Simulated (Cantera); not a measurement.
Charge: 1 mol CH₃SiCl₃, 0.012 mol CH₄, 260 mol H₂, equilibrated at 293 Torr.

Equilibrium computed with Cantera from the NASA thermochemical tables; the gas is ideal and each condensed phase is pure. Candidate condensed phases: C, C₆H₆, C₇H₈, C₈H₁₈, Si, SiC; 109 gas species. The feed counts by its element totals alone. The tables' values for SiCl are old estimates; treat these amounts as uncertain. Gases not in the tables: Si₂H₆ and higher silanes. The numbers say what is thermodynamically allowed, not how fast it happens.

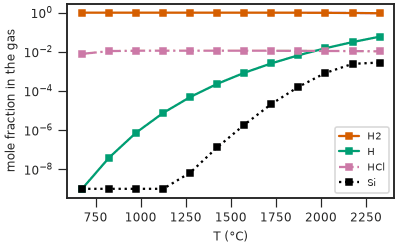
Fig. 1. Equilibrium gas composition (values under 1e-9 drawn at 1e-9)

**Question.** Read off the mole fractions at 1875 °C.

**Answer.** H₂ about 0.98, HCl about 0.011, H about 0.0066, Si about 0.00016.
